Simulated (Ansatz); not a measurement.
# A hypothetical structure for Li5Zn2

Starting from a made-up structure for Li5Zn2, the aim is the relaxed cell, its shortest contacts and, where a second run follows, its electronic structure.

Calculated with Ansatz 0.2.0; DFT, r2SCAN, plane-wave PAW, files of the set soft_1, scalar-relativistic, no spin, cell and ions relaxed at zero pressure; PAW set soft_1, in the first sound run; inputs show where later runs differ.

### 1. Set-up

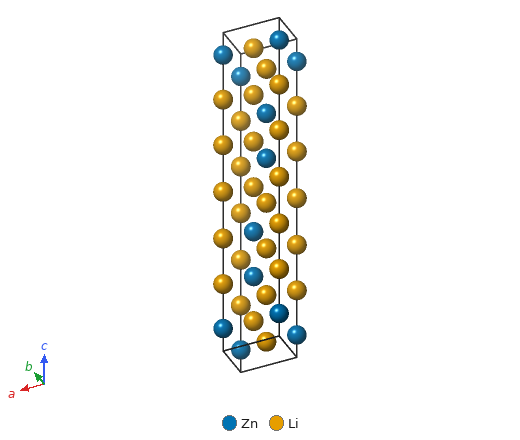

The starting structure, seen from a free direction (zinc blue, lithium orange). This picture shows the conventional cell, with its axes. Some periodic images of atoms are drawn too.

### 2. Relaxing cell and atoms

The guess takes its coordinates from another compound and its volume from a rule, so the cell and any free coordinates are relaxed together.

Input file input.yaml:

```yaml
crystal:
  lattice:
    - [2.2145, 1.278542171, 6.372666667]
    - [-2.2145, 1.278542171, 6.372666667]
    - [0.0, -2.557084342, 6.372666667]
  atoms:
    - { symbol: Zn, position: [0.9295, 0.9295, 0.9295] }
    - { symbol: Zn, position: [0.0705, 0.0705, 0.0705] }
    - { symbol: Li, position: [0.646566667, 0.646566667, 0.646566667] }
    - { symbol: Li, position: [0.353433333, 0.353433333, 0.353433333] }
    - { symbol: Li, position: [0.7897, 0.7897, 0.7897] }
    - { symbol: Li, position: [0.2103, 0.2103, 0.2103] }
    - { symbol: Li, position: [0.5, 0.5, 0.5] }
kpoints:
  mp_grid: { grid: [7, 7, 7] }
scf:
  occupations: { method: fermi_dirac, width: 0.05 }
hamiltonian:
  xc: r2scan
  pseudopotentials: { kind: paw, azcp: { folder: soft_1 } }
relax:
  f_tol: 0.015
  max_steps: 70
  cell: {}
output:
  forces: true
  stress: true
```

Command:

```bash
ansatz run input.yaml --threads 4 --pin off --max-ram 10240MiB --backend cpu --events-out ev --progress --plain --runs-dir out
```

Numbers of over 12 decimals in the logs are rounded to 6 here.

Output:

```text
basis.fft_grid_basis auto: the FFT boxes are laid along the combinations [[1, 0, -1], [0, 1, -1], [0, 0, 1]] of the cell's own vectors, 4.429, 4.429 and 6.867 Å long. The dense box has 36×36×54 points. Along the cell's own vectors, as sized, it would have 54×54×54, 2.25 times as many. Of the 12 symmetry operations that the crystal satisfies within crystal.symmetry.tolerance (time reversal apart; of a slab, those that [...]
Engine: ansatz 0.2.0, x86_64-unknown-linux-gnu
Pseudopotentials: kind: paw
Pseudopotential: Zn, paw, valence charge 12, recommended cutoff 500 eV (meta_gga), soft_1/Zn.paw.azcp
Pseudopotential: Li, paw, valence charge 3, recommended cutoff 500 eV (meta_gga), soft_1/Li.paw.azcp
Functional definition: r2SCAN
  parameter k0 = 0.174
  parameter k1 = 0.065
  parameter a1 = 4.9479
  exchange = r2scan_x(k0 = k0, k1 = k1, a1 = a1)
  correlation = r2scan_c
Crystal: 7 atoms, lattice volume = 108.259 Å³
Basis set: ecut = 500 eV, 2711 PW (Γ), FFT grids on a1−a3, a2−a3, a3, exchange–correlation on 144×144×216 points (64 copies of the dense FFT grid, shifted against one another)
Bands: 27, of which v1, the nominal top of the filled ones, is band 20 counted from 1 (19 counted from 0)
Symmetry: 12 space group operations
Space group: R-3m (ITA 166), of the structure as read, at distance tolerance 4.8e-5 Å
k-points: 44 of 343
Non-local potential: Zn, projectors of the file, l = 0: 2, l = 1: 2, l = 2: 3, l = 3: 1
Non-local potential: Li, projectors of the file, l = 0: 3, l = 1: 2, l = 2: 1
PAW form: soft (Blöchl's): semilocal exchange-correlation on the pseudo side does not see the compensation charge
PAW frozen core: Zn, regenerated for the run's functional (the file was generated under x = pbe(κ = 0.804, μ = 0.219515), c = pbe(β = 0.066725))
PAW one-centre angular grid: Zn, 590 points (default); XC on 160 Gauss nodes
PAW one-centre angular grid: Li, 302 points (default); XC on 295 of its mesh's 2161 points in the sphere
Initial density: superposition of atomic densities (chi_scale 0.1, normalization cell, long waves kept (reshape's long-wave potential 0.03 eV rms))
Initial wavefunctions: pseudopotential atomic-orbital guess
Functional: x = r2scan, c = r2scan; τ floored in thin density (d = 2e-4 eV/Å³)
SCF iter   1: F=—  HF=-7678.748745 eV  |F-HF|=—  |Δ(HF+E_count)|=         —  Δρ=5.89e-2  dr2=4.96e0  dr2_τ=1.35e-2  ethr=3.10e-3  ⟨swp⟩=7.5  Hψ=6254  notcnv=0  defer=10
preconditioner: auto → Kerker (q_TF=auto, 2.301 Å⁻¹)  [metal: Δε(μ)=0.022 eV  Ē_g=7.966 eV  σ=0.050 eV  W_gap=0.11  n_scr=22 (ndim 8)  ℏωp=19.2 eV  f_vac=0.000  D(μ)=2.59/eV (n_scr^D=16)]
SCF iter   2: F=—  HF=-7677.965545 eV  |F-HF|=—  |Δ(HF+E_count)|=   7.83e-1  Δρ=2.76e-2  dr2=7.40e-1  dr2_τ=1.02e-2  ethr=3.10e-3  ⟨swp⟩=2.4  Hψ=2457  notcnv=0  defer=71
SCF iter   3: F=—  HF=-7677.762787 eV  |F-HF|=—  |Δ(HF+E_count)|=   2.03e-1  Δρ=1.29e-2  dr2=4.71e-1  dr2_τ=8.83e-4  ethr=1.90e-3  ⟨swp⟩=2.0  Hψ=2437  notcnv=0  defer=71
SCF iter   4: F=—  HF=-7677.690936 eV  |F-HF|=—  |Δ(HF+E_count)|=   7.19e-2  Δρ=7.18e-3  dr2=3.83e-2  dr2_τ=1.29e-4  ethr=1.21e-3  ⟨swp⟩=2.3  Hψ=2032  notcnv=0  defer=71
SCF iter   5: F=—  HF=-7677.697043 eV  |F-HF|=—  |Δ(HF+E_count)|=   6.11e-3  Δρ=1.69e-3  dr2=2.02e-3  dr2_τ=2.22e-5  ethr=9.82e-5  ⟨swp⟩=2.0  Hψ=2437  notcnv=0  defer=71
SCF iter   6: F=—  HF=-7677.696784 eV  |F-HF|=—  |Δ(HF+E_count)|=   2.59e-4  Δρ=5.81e-4  dr2=3.22e-4  dr2_τ=7.99e-7  ethr=5.18e-6  ⟨swp⟩=2.0  Hψ=1702  notcnv=0  defer=71
SCF iter   7: F=—  HF=-7677.696741 eV  |F-HF|=—  |Δ(HF+E_count)|=   4.30e-5  Δρ=1.34e-4  dr2=2.06e-5  dr2_τ=3.52e-8  ethr=8.24e-7  ⟨swp⟩=2.7  Hψ=1773  notcnv=0  defer=71
SCF iter   8: F=—  HF=-7677.696739 eV  |F-HF|=—  |Δ(HF+E_count)|=   1.73e-6  Δρ=1.87e-5  dr2=4.52e-7  dr2_τ=1.59e-9  ethr=5.28e-8  ⟨swp⟩=2.0  Hψ=1746  notcnv=0  defer=71
SCF iter   9: F=-7677.696739 eV  HF=-7677.696739 eV  |F-HF|=9.47e-9  |Δ(HF+E_count)|=   1.42e-7  Δρ=3.76e-6  dr2=2.49e-8  dr2_τ=9.87e-11  ethr=2.56e-10  ⟨swp⟩=5.0  Hψ=4017  notcnv=0
SCF 1 converged in 9 iterations: F = -7677.696739 eV  dr2 = 2.49e-8
  greatest PAW one-centre occupation: 0.999 electrons in one spin orbital (limit 2), on the Li atom at site 3 (counted from 0), in its partial waves of l = 0
relax step   1: F+E_penalty+E_count = -7677.69673941 eV  Δ(F+E_penalty+E_count) = +0.000e0 eV  max|allowed force component| = 3.240e-1 eV/Å  Δτ_max = 0.0000 Å  P = +0.740 GPa  Ω = 108.259 Å³  (9 SCF iters, dr2 threshold 1.00e-7 eV, accepted)
Crystal: 7 atoms, lattice volume = 111.614 Å³
Basis set: ecut = 500 eV, 2831 PW (Γ), FFT grids on a1−a3, a2−a3, a3, exchange–correlation on 144×144×216 points (64 copies of the dense FFT grid, shifted against one another)
Initial density: handed on by an earlier stage of this run
Initial wavefunctions: those handed on with the density
iter 1 solved again at ethr=6.93e-5 eV; its pass at ethr=3.10e-3 eV (dr2=2.70e-2 eV) is discarded
SCF iter   1: F=—  HF=-7677.650245 eV  |F-HF|=—  |Δ(HF+E_count)|=         —  Δρ=3.59e-3  dr2=2.72e-2  dr2_τ=4.64e-2  ethr=6.93e-5  ⟨swp⟩=2.0  Hψ=7352  notcnv=0
preconditioner: auto → Kerker (q_TF=auto, 2.290 Å⁻¹)  [metal: Δε(μ)=0.119 eV  Ē_g=9.661 eV  σ=0.050 eV  W_gap=0.46  n_scr=22 (ndim 8)  ℏωp=18.9 eV  f_vac=0.000  D(μ)=2.54/eV (n_scr^D=16)]
SCF iter   2: F=—  HF=-7677.735679 eV  |F-HF|=—  |Δ(HF+E_count)|=   8.54e-2  Δρ=1.95e-3  dr2=8.56e-3  dr2_τ=8.96e-5  ethr=6.93e-5  ⟨swp⟩=2.6  Hψ=2183  notcnv=0
SCF iter   3: F=—  HF=-7677.735235 eV  |F-HF|=—  |Δ(HF+E_count)|=   4.45e-4  Δρ=1.14e-3  dr2=4.06e-3  dr2_τ=1.72e-5  ethr=2.19e-5  ⟨swp⟩=2.4  Hψ=1751  notcnv=0
SCF iter   4: F=—  HF=-7677.734587 eV  |F-HF|=—  |Δ(HF+E_count)|=   6.47e-4  Δρ=6.31e-4  dr2=4.91e-4  dr2_τ=1.19e-5  ethr=1.04e-5  ⟨swp⟩=2.0  Hψ=1759  notcnv=0
SCF iter   5: F=—  HF=-7677.734516 eV  |F-HF|=—  |Δ(HF+E_count)|=   7.14e-5  Δρ=2.56e-4  dr2=8.53e-5  dr2_τ=8.57e-7  ethr=1.26e-6  ⟨swp⟩=2.0  Hψ=1841  notcnv=0
SCF iter   6: F=—  HF=-7677.734540 eV  |F-HF|=—  |Δ(HF+E_count)|=   2.36e-5  Δρ=6.99e-5  dr2=3.57e-6  dr2_τ=2.30e-8  ethr=2.19e-7  ⟨swp⟩=2.0  Hψ=1326  notcnv=0
SCF iter   7: F=—  HF=-7677.734541 eV  |F-HF|=—  |Δ(HF+E_count)|=   1.87e-6  Δρ=2.65e-5  dr2=9.99e-7  dr2_τ=7.57e-9  ethr=1.79e-9  ⟨swp⟩=4.2  Hψ=3870  notcnv=0
SCF iter   8: F=-7677.734541 eV  HF=-7677.734541 eV  |F-HF|=2.50e-9  |Δ(HF+E_count)|=   8.12e-8  Δρ=8.04e-6  dr2=6.93e-8  dr2_τ=5.34e-10  ethr=1.79e-9  ⟨swp⟩=4.0  Hψ=3702  notcnv=0
SCF 2 converged in 8 iterations: F = -7677.734541 eV  dr2 = 6.93e-8
relax step   2: F+E_penalty+E_count = -7677.73454148 eV  Δ(F+E_penalty+E_count) = -3.780e-2 eV  max|allowed force component| = 1.451e-1 eV/Å  Δτ_max = 0.0601 Å  P = -0.021 GPa  Ω = 111.614 Å³  energy of the carried Pulay correction = -4.067e-4 eV  (8 SCF iters, dr2 threshold 7.00e-7 eV, accepted)
Crystal: 7 atoms, lattice volume = 112.051 Å³
iter 1 solved again at ethr=4.76e-6 eV; its pass at ethr=3.10e-3 eV (dr2=1.86e-3 eV) is discarded
SCF iter   1: F=—  HF=-7677.678261 eV  |F-HF|=—  |Δ(HF+E_count)|=         —  Δρ=1.94e-3  dr2=2.14e-3  dr2_τ=3.96e-2  ethr=4.76e-6  ⟨swp⟩=2.5  Hψ=6964  notcnv=0
preconditioner: auto → Kerker (q_TF=auto, 2.288 Å⁻¹)  [metal: Δε(μ)=0.098 eV  Ē_g=9.603 eV  σ=0.050 eV  W_gap=0.38  n_scr=22 (ndim 8)  ℏωp=18.9 eV  f_vac=0.000  D(μ)=2.54/eV (n_scr^D=16)]
SCF iter   2: F=—  HF=-7677.740457 eV  |F-HF|=—  |Δ(HF+E_count)|=   6.22e-2  Δρ=1.30e-3  dr2=2.11e-3  dr2_τ=4.03e-5  ethr=4.76e-6  ⟨swp⟩=3.0  Hψ=2485  notcnv=0
SCF iter   3: F=—  HF=-7677.740581 eV  |F-HF|=—  |Δ(HF+E_count)|=   1.24e-4  Δρ=7.16e-4  dr2=8.12e-4  dr2_τ=3.83e-6  ethr=4.76e-6  ⟨swp⟩=1.0  Hψ=1188  notcnv=0
SCF iter   4: F=—  HF=-7677.740603 eV  |F-HF|=—  |Δ(HF+E_count)|=   2.20e-5  Δρ=3.92e-4  dr2=8.13e-5  dr2_τ=8.87e-7  ethr=2.08e-6  ⟨swp⟩=2.0  Hψ=1816  notcnv=0
SCF iter   5: F=—  HF=-7677.740560 eV  |F-HF|=—  |Δ(HF+E_count)|=   4.31e-5  Δρ=1.10e-4  dr2=1.38e-5  dr2_τ=2.35e-7  ethr=2.08e-7  ⟨swp⟩=2.0  Hψ=1628  notcnv=0
SCF iter   6: F=—  HF=-7677.740565 eV  |F-HF|=—  |Δ(HF+E_count)|=   4.92e-6  Δρ=2.34e-5  dr2=1.61e-6  dr2_τ=1.65e-8  ethr=3.53e-8  ⟨swp⟩=2.0  Hψ=1378  notcnv=0
SCF iter   7: F=-7677.740565 eV  HF=-7677.740565 eV  |F-HF|=1.73e-7  |Δ(HF+E_count)|=   3.46e-7  Δρ=1.11e-5  dr2=3.03e-7  dr2_τ=5.28e-9  ethr=1.79e-9  ⟨swp⟩=4.2  Hψ=3712  notcnv=0
SCF 3 converged in 7 iterations: F = -7677.740565 eV  dr2 = 3.03e-7
relax step   3: F+E_penalty+E_count = -7677.74056522 eV  Δ(F+E_penalty+E_count) = -6.024e-3 eV  max|allowed force component| = 7.369e-2 eV/Å  Δτ_max = 0.0434 Å  P = +0.007 GPa  Ω = 112.051 Å³  energy of the carried Pulay correction = -4.588e-4 eV  (7 SCF iters, dr2 threshold 7.00e-7 eV, accepted)
Crystal: 7 atoms, lattice volume = 111.881 Å³
iter 1 solved again at ethr=6.37e-7 eV; its pass at ethr=3.10e-3 eV (dr2=2.49e-4 eV) is discarded
SCF iter   1: F=—  HF=-7677.735058 eV  |F-HF|=—  |Δ(HF+E_count)|=         —  Δρ=6.08e-4  dr2=2.20e-4  dr2_τ=4.16e-3  ethr=6.37e-7  ⟨swp⟩=3.0  Hψ=6682  notcnv=0
preconditioner: auto → Kerker (q_TF=auto, 2.289 Å⁻¹)  [metal: Δε(μ)=0.110 eV  Ē_g=9.598 eV  σ=0.050 eV  W_gap=0.42  n_scr=22 (ndim 8)  ℏωp=18.9 eV  f_vac=0.000  D(μ)=2.50/eV (n_scr^D=16)]
SCF iter   2: F=—  HF=-7677.741550 eV  |F-HF|=—  |Δ(HF+E_count)|=   6.49e-3  Δρ=3.79e-4  dr2=1.28e-4  dr2_τ=4.15e-6  ethr=5.64e-7  ⟨swp⟩=3.0  Hψ=2090  notcnv=0
SCF iter   3: F=—  HF=-7677.741561 eV  |F-HF|=—  |Δ(HF+E_count)|=   1.07e-5  Δρ=2.49e-4  dr2=6.42e-5  dr2_τ=3.82e-7  ethr=3.29e-7  ⟨swp⟩=1.0  Hψ=1188  notcnv=0
SCF iter   4: F=—  HF=-7677.741563 eV  |F-HF|=—  |Δ(HF+E_count)|=   2.75e-6  Δρ=1.37e-4  dr2=1.81e-5  dr2_τ=1.47e-7  ethr=1.65e-7  ⟨swp⟩=1.0  Hψ=1190  notcnv=0
SCF iter   5: F=—  HF=-7677.741565 eV  |F-HF|=—  |Δ(HF+E_count)|=   1.30e-6  Δρ=4.25e-5  dr2=3.52e-6  dr2_τ=5.69e-8  ethr=4.65e-8  ⟨swp⟩=2.0  Hψ=1819  notcnv=0
SCF iter   6: F=—  HF=-7677.741565 eV  |F-HF|=—  |Δ(HF+E_count)|=   8.50e-8  Δρ=1.71e-5  dr2=8.04e-7  dr2_τ=2.52e-9  ethr=9.04e-9  ⟨swp⟩=1.9  Hψ=1336  notcnv=0
SCF iter   7: F=-7677.741565 eV  HF=-7677.741565 eV  |F-HF|=5.32e-8  |Δ(HF+E_count)|=   1.04e-8  Δρ=7.23e-6  dr2=1.19e-7  dr2_τ=8.04e-10  ethr=8.70e-10  ⟨swp⟩=4.0  Hψ=3695  notcnv=0
SCF 4 converged in 7 iterations: F = -7677.741565 eV  dr2 = 1.19e-7
relax step   4: F+E_penalty+E_count = -7677.74156472 eV  Δ(F+E_penalty+E_count) = -9.995e-4 eV  max|allowed force component| = 8.967e-3 eV/Å  Δτ_max = 0.0141 Å  P = -0.012 GPa  Ω = 111.881 Å³  energy of the carried Pulay correction = -4.385e-4 eV  (7 SCF iters, dr2 threshold 3.39e-7 eV, accepted)
Initial wavefunctions: pseudopotential atomic-orbital guess (no wavefunctions were taken with the density)
iter 1 solved again at ethr=7.51e-8 eV; its pass at ethr=3.10e-3 eV (dr2=2.93e-5 eV) is discarded
SCF iter   1: F=—  HF=-7677.741605 eV  |F-HF|=—  |Δ(HF+E_count)|=         —  Δρ=1.77e-4  dr2=1.66e-6  dr2_τ=3.87e-7  ethr=7.51e-8  ⟨swp⟩=3.0  Hψ=9240  notcnv=0
preconditioner: auto → Kerker (q_TF=auto, 2.289 Å⁻¹)  [metal: Δε(μ)=0.106 eV  Ē_g=9.599 eV  σ=0.050 eV  W_gap=0.40  n_scr=22 (ndim 8)  ℏωp=18.9 eV  f_vac=0.000  D(μ)=2.51/eV (n_scr^D=16)]
SCF iter   2: F=—  HF=-7677.741963 eV  |F-HF|=—  |Δ(HF+E_count)|=   3.58e-4  Δρ=1.03e-4  dr2=1.92e-6  dr2_τ=1.15e-6  ethr=4.26e-9  ⟨swp⟩=2.0  Hψ=2064  notcnv=0
SCF iter   3: F=—  HF=-7677.742081 eV  |F-HF|=—  |Δ(HF+E_count)|=   1.18e-4  Δρ=2.37e-5  dr2=1.07e-7  dr2_τ=5.29e-8  ethr=4.26e-9  ⟨swp⟩=2.0  Hψ=2042  notcnv=0
SCF iter   4: F=—  HF=-7677.742086 eV  |F-HF|=—  |Δ(HF+E_count)|=   4.85e-6  Δρ=3.55e-6  dr2=4.95e-9  dr2_τ=7.77e-10  ethr=2.76e-10  ⟨swp⟩=2.0  Hψ=2042  notcnv=0
SCF iter   5: F=—  HF=-7677.742086 eV  |F-HF|=—  |Δ(HF+E_count)|=   5.52e-8  Δρ=2.24e-6  dr2=1.66e-9  dr2_τ=2.97e-10  ethr=1.27e-11  ⟨swp⟩=2.0  Hψ=2042  notcnv=0
SCF iter   6: F=—  HF=-7677.742086 eV  |F-HF|=—  |Δ(HF+E_count)|=   2.71e-8  Δρ=5.15e-7  dr2=1.22e-10  dr2_τ=3.04e-11  ethr=4.25e-12  ⟨swp⟩=2.0  Hψ=1817  notcnv=0
SCF iter   7: F=-7677.742086 eV  HF=-7677.742086 eV  |F-HF|=6.37e-12  |Δ(HF+E_count)|=   3.28e-9  Δρ=1.24e-7  dr2=2.80e-11  dr2_τ=1.25e-13  ethr=1.00e-12  ⟨swp⟩=4.0  Hψ=3708  notcnv=0
SCF 5 converged in 7 iterations: F = -7677.742086 eV  dr2 = 2.80e-11
relax step   5: F+E_penalty+E_count = -7677.74208575 eV  Δ(F+E_penalty+E_count) = -5.210e-4 eV  max|allowed force component| = 8.945e-3 eV/Å  Δτ_max = 0.0000 Å  P = -0.005 GPa  Ω = 111.881 Å³  stress off target by 3.20e-2 GPa  SCF on the basis re-selected at this cell (its energy is not comparable with the rows above)  (7 SCF iters)
basis re-selected at this cell: Δ(F+E_penalty+E_count) = -5.210e-4 eV, ΔP = +0.006 GPa vs the last step (what re-selecting the basis moved, of the pressure what is left beyond the Pulay correction that the steps carried, after the strain that the cell walked since its last selection, with what the two solves' SCF thresholds leave and, on support functions, any second-order correction that the steps lacked; it is no m [...]
SCF converged after 7 iterations
Free energy (F): -7677.742086 eV
Harris-Foulkes:  -7677.742086 eV  (|F-HF|=6.37e-12)
Internal energy: -7677.720999 eV  (E = F + TS)
E sigma→0 (E₀):  -7677.731542 eV
Entropy (-TS):   -0.021087 eV (-3.012 meV/atom)
Fermi energy:    3.956138 eV
--- Per-component energies (eV) ---
  E_band       = -488.961203
  E_kinetic    = 372.985063
  E_local      = -5195.054103  (includes V_loc(G=0)·N_el)
  E_nonlocal   = 1543.936149
  E_hartree    = 1953.215766
  E_xc         = -180.277015
  E_vxc        = -162.005124  (∫ρ·V_xc dr)
  E_paw        = -3949.770700  (= ΣΔE_a)
  E_vpaw       = -964.896301  (= ΣTr[D̂ρ^β])
  E_aug_tail   = 0.000833  (compensation charges beyond the density's cutoff)
  E_vtau       = 9.640975  (kinetic-family band-sum trace: ∫τ·v_τ [+ j·A + Jᵃ·Aᵃ] dr)
  E_ewald      = -2222.391759
  E_core_change = -0.365234  (= ΣΔE_core)
  E_smearing   = -0.021087  (= −TS)
  E_closure    = 0.000000  (closes the sum)
  Σ components = -7677.742086   (vs F -7677.742086, Δ=0.00e0)
--- Forces (eV/Å), atoms counted from 1 ---
  atom   1  Zn    -0.00000000    -0.00000000     0.00894493
  atom   2  Zn     0.00000000     0.00000000    -0.00894493
  atom   3  Li    -0.00000000     0.00000000    -0.00009881
  atom   4  Li     0.00000000    -0.00000000     0.00009881
  atom   5  Li    -0.00000000     0.00000000     0.00015848
  atom   6  Li     0.00000000     0.00000000    -0.00015848
  atom   7  Li    -0.00000000     0.00000000     0.00000000
  max |Σ_I F_I| component: 2.31e-17 eV/Å
--- Stress (GPa, compression-positive) ---
        0.007915      -0.000000      -0.000000
       -0.000000       0.007915      -0.000000
       -0.000000      -0.000000      -0.031995
  P = ⅓ Tr σ = -0.0054 GPa (-0.054 kbar)
--- Relaxed structure (4 steps of the walk, 4 accepted, 1 SCFs on fresh bases) ---
  F+E_penalty+E_count = -7677.74208575 eV   max|allowed force component| = 8.945e-3 eV/Å   (the final SCF, on the basis selected at the relaxed cell)
  cell:  # Å, volume = 111.8810 Å³
    - [2.253155, 1.300860, 6.361851]
    - [-2.253155, 1.300860, 6.361851]
    - [0, -2.601720, 6.361851]
  atoms:
    - { symbol: Zn, position: [0.933270, 0.933270, 0.933270] }
    - { symbol: Zn, position: [0.066730, 0.066730, 0.066730] }
    - { symbol: Li, position: [0.644836, 0.644836, 0.644836] }
    - { symbol: Li, position: [0.355164, 0.355164, 0.355164] }
    - { symbol: Li, position: [0.788000, 0.788000, 0.788000] }
    - { symbol: Li, position: [0.212000, 0.212000, 0.212000] }
    - { symbol: Li, position: [0.5, 0.5, 0.500000] }
```

It took 8.6 s on 4 threads of AMD EPYC 9B45 (Zen 5), shared host; peak memory 0.85 GiB.

Step by step:

```
step  energy less that of the first step (eV)  largest force component (eV/Å)  pressure (GPa)  volume (Å³)
   1                                   0.0000                          0.3240            0.74       108.26
   2                                  -0.0378                          0.1451           -0.02       111.61
   3                                  -0.0438                          0.0737            0.01       112.05
   4                                  -0.0448                          0.0090           -0.01       111.88
  5*                                  -0.0453                          0.0089           -0.01       111.88
```

Relaxation steps marked * repeat the geometry before them on a plane-wave basis chosen anew for their cell, so energy and pressure can jump there.

Forces are held to the 12 operations that the run works with; a distortion that breaks them can't arise in this run.

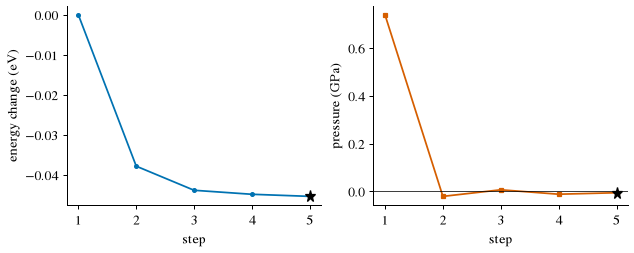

Energy and pressure along the relaxation. Stars mark steps on a basis chosen anew.

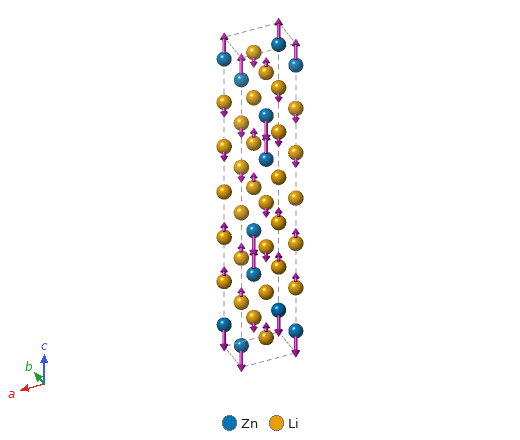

Displacements in the relaxation, exaggerated, measured against the changing cell; the longest in the cell stands for 0.07 Å. Some periodic images of atoms are drawn too.

```
conventional cell, symmetrised  before   after  change
                         a (Å)   4.429   4.506  +1.7 %
                         b (Å)   4.429   4.506  +1.7 %
                         c (Å)  19.118  19.086  -0.2 %
              volume (Å³/atom)   15.47   15.98  +3.3 %
```

The atoms that moved most (Å, as changes of fractional coordinates times the final cell):

```csv
atom,dx,dy,dz,length
Zn2,0.000,0.000,-0.072,0.072
Zn1,0.000,0.000,0.072,0.072
Li3,0.000,0.000,-0.033,0.033
Li4,0.000,0.000,0.033,0.033
Li5,0.000,0.000,-0.032,0.032
Li6,0.000,0.000,0.032,0.032
```

This step gave:

* free energy: -7677.7421 eV
* energy at zero smearing: -7677.7315 eV
* smearing term TS: 0.02109 eV
* Fermi energy: 3.956 eV
* electrons: 39
* symmetry operations: 12
* pressure: -0.005388 GPa

Shortest distances by pair of elements, guess and relaxed (not always the same contact):

```csv
pair,guess (Å),relaxed (Å)
Zn–Zn,2.696,2.547
Li–Li,2.670,2.732
Li–Zn,2.673,2.739
```

The relaxation ends with a largest force component of 0.0089 eV/Å and a pressure of -0.01 GPa.

[end of part 1 of 2]

[Logs are printed without paths, hosts, clocks, repeated set-up lines and the standing remarks that a program may print on its own settings, such as how far it seeks lower states.]

[Hosts, paths, dates, database ids (printed as entryN), source tags and the programs' standing remarks are cut or masked in the printed files.]
